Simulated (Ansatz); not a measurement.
## Computed against measured: atomisation enthalpy at 298 K

8 molecules holding an element past argon; the atomisation enthalpy at 298 K in kJ/mol, computed less measured. Shapes, held fixed at every level: PBE0-D4/def2-TZVP. Thermal terms are harmonic and unscaled (PBE0-D4/def2-TZVP); the spin-orbit lowering of the free atoms is taken from their spectra. Programs: Ansatz 0.2.0. Measured values: Active Thermochemical Tables, CRC Handbook of Chemistry and Physics, NIST-JANAF tables.

Levels: A = SPW92/def2-TZVPP; B = r2SCAN-D4/def2-TZVPP; C = r2SCAN0/STO-3G; D = BHLYP-D4/def2-TZVPP.

```json
{"molecule": "ICl (iodine monochloride)", "from tabulated heats": "211", "A": "+74", "B": "-12", "C": "-1", "D": "-47"}
{"molecule": "CuF (fluorocopper)", "from tabulated heats": "430", "A": "+62", "B": "-28", "C": "-413", "D": "-84"}
{"molecule": "I2 (iodine)", "from tabulated heats": "151", "A": "+59", "B": "-16", "C": "+19", "D": "-43"}
{"molecule": "H2Se (hydrogen selenide)", "from tabulated heats": "633", "A": "+114", "B": "+14", "C": "+158", "D": "-6"}
{"molecule": "H2Te (hydrogen telluride)", "from tabulated heats": "533", "A": "+111", "B": "+11", "C": "+178", "D": "+1"}
{"molecule": "HOI (hypoiodous acid)", "from tabulated heats": "635", "A": "+161", "B": "-16", "C": "-94", "D": "-86"}
{"molecule": "AsH3 (SMILES [AsH3])", "from tabulated heats": "890", "A": "+119", "B": "-11", "C": "+300", "D": "-17"}
{"molecule": "CH3I (SMILES CI)", "from tabulated heats": "1463", "A": "+198", "B": "-7", "C": "+309", "D": "-47"}
```

**Question.** Sum up the errors.

**Answer.** 
| level | kind | mean error | mean absolute error | worst case |
| --- | --- | --- | --- | --- |
| SPW92/def2-TZVPP | LDA | +112.2 | 112.2 | CH3I |
| r2SCAN-D4/def2-TZVPP | meta-GGA | -8.1 | 14.4 | CuF |
| r2SCAN0/STO-3G | global hybrid | +57.0 | 184.0 | CuF |
| BHLYP-D4/def2-TZVPP | global hybrid | -41.1 | 41.4 | HOI |

On this set r2SCAN-D4/def2-TZVPP has the smallest mean absolute error and r2SCAN0/STO-3G the largest. SPW92/def2-TZVPP is too high in 8 of 8; r2SCAN-D4/def2-TZVPP is too low in 6 of 8; BHLYP-D4/def2-TZVPP is too low in 7 of 8. The heats of CuF, H2Se, H2Te come from older tables and can be uncertain by 10 kJ/mol or more. The molecules' own spin-orbit binding is left out, so errors for heavy halides read too negative. For SPW92/def2-TZVPP the error grows with the size of the molecule. Rows in very small basis sets show the basis more than the method. For atoms past krypton def2 sets carry core potentials with scalar relativity. All-electron rows are non-relativistic unless named. Relativity is left out for As, Cu, Se. The set is small.

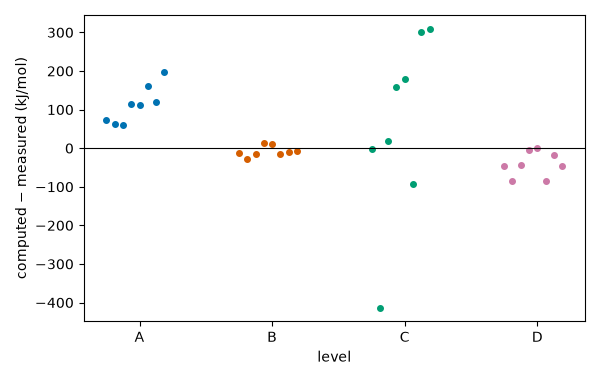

Errors of each level, one point a molecule.
